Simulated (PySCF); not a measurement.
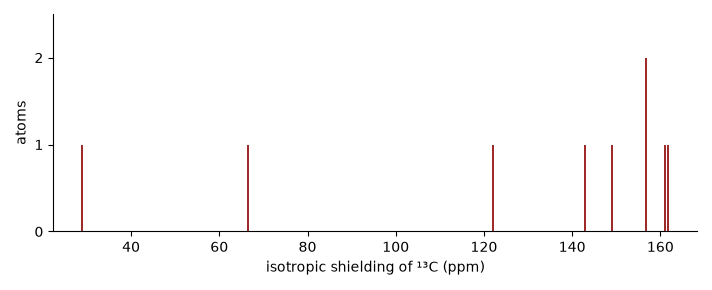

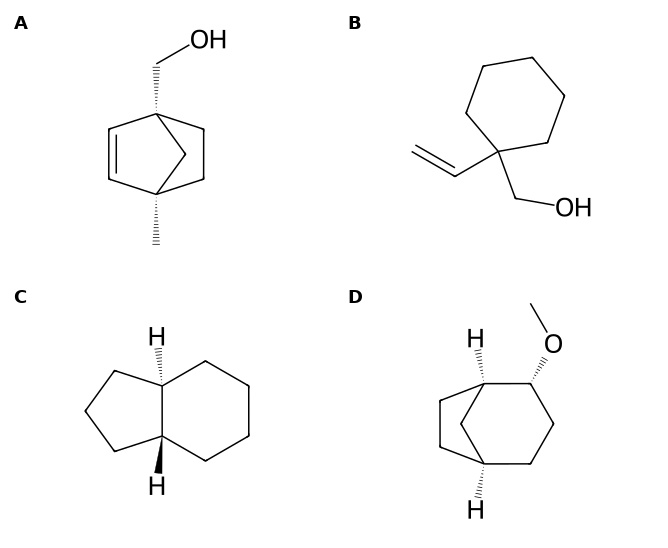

The sticks are computed shieldings of one of the molecules, for one fixed geometry (GFN2-xTB) without averaging over rotations. Low shielding means a high chemical shift. Method: GIAO PBE0/pcSseg-1 NMR shielding, non-relativistic, gas phase (PySCF 2.14.0).

> Which molecule gives this pattern?

B, `C=CC1(CO)CCCCC1`. Its 9 C atoms give lines at 29.0, 66.6, 122.1, 142.9, 149.1, 156.8 (2 atoms), 161.0, 161.7 ppm.
